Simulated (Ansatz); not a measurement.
**Zr (hcp, Mg type), map of one atom of the cell**

Zr (hcp, Mg type)

```
Zr
1.0
    3.18473     0.00000     0.00000
   -1.59237     2.75806     0.00000
    0.00000     0.00000     5.11724
Zr
2
Direct
  0.33333   0.66667   0.75000
  0.66667   0.33333   0.25000
```

In this cell atom 1 (Zr, nearest neighbour Zr at 3.151 Å; its periodic images, 3.2 Å or more away, move with it) is moved by u·(1.000, 0.000, 0.000) + v·(0.000, 1.000, 0.000); the rest is frozen.

These are PBEsol (plane waves to 420 eV, PAW, scalar-relativistic; Ansatz, a quantum-chemistry and plane-wave program) values and carry that method's errors. k mesh 14×14×8 (Γ-centred), Fermi-Dirac smearing 0.05 eV. E stands for the smeared free energy. Points where atoms come too close for the PAW data are left out (x in tables, blank in figures). With partly filled bands, energies and forces of such displacements shift with the k mesh and the smearing. Fu and Fv are the components of the force on the atom. The PAW data are Ansatz's earlier set. Zr is run without spin polarisation. Zr was relaxed with its symmetry unable to fall. The zero of ΔE is the undisplaced structure. Axes are in Å.

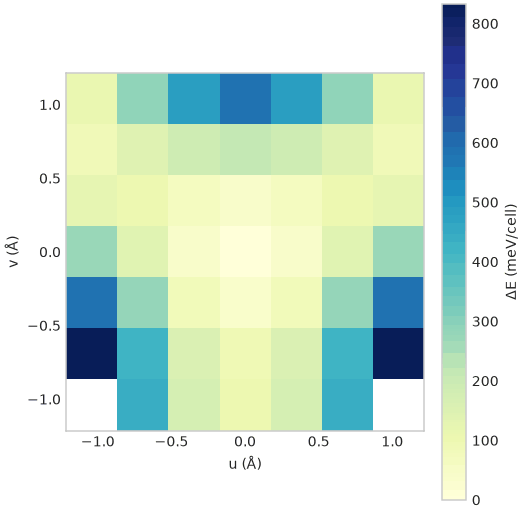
Figure: ΔE (meV/cell) over the 7×7 grid of computed points.

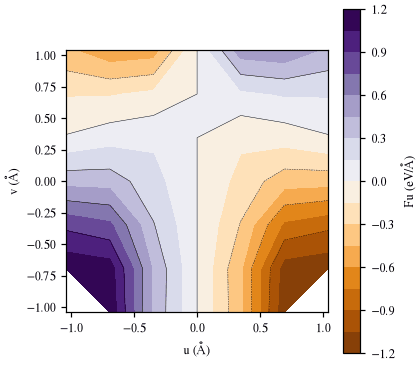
Figure: Fu (eV/Å) over the 7×7 grid of computed points.

Lowest place on the grid: u = 0.000 Å, v = 0.000 Å (0 meV/cell).

(A displaced cell: forces are minus the slopes of the energy, force constants its curvatures, and phonons follow from these.)
